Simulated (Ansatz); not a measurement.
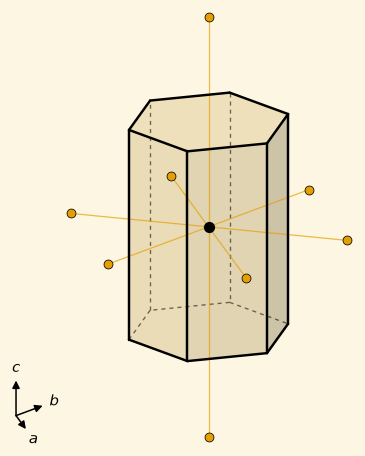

Crystal: Hf, the end point of a relaxation at fixed volume with DFT PBE, spin-orbit coupling, plane waves, PAW (Ansatz 0.2.0). The Wigner–Seitz cell of the crystal's lattice, with lines to the lattice points that define its faces. All values are computed from the atomic coordinates in the standard setting (tolerance 0.002 Å).

a = 3.203 Å, b = 3.203 Å, c = 5.064 Å, α = 90.00°, β = 90.00°, γ = 120.00°; space group No. 194, P6_3/mmc.

Question: Which of Fedorov's five parallelohedra is it?

Answer: A hexagonal prism: 8 faces (6 with 4 edges, 2 with 6 edges), 18 edges, 12 vertices. Its volume is that of the primitive cell, 45.0 Å³.

Question: Which lattice vectors do the faces bisect?

Answer:
```json
{"example": "a + b", "length (Å)": "3.20", "faces": "6", "edges of each": "4", "area (Å²)": "9.4"}
{"example": "c", "length (Å)": "5.06", "faces": "2", "edges of each": "6", "area (Å²)": "8.9"}
```
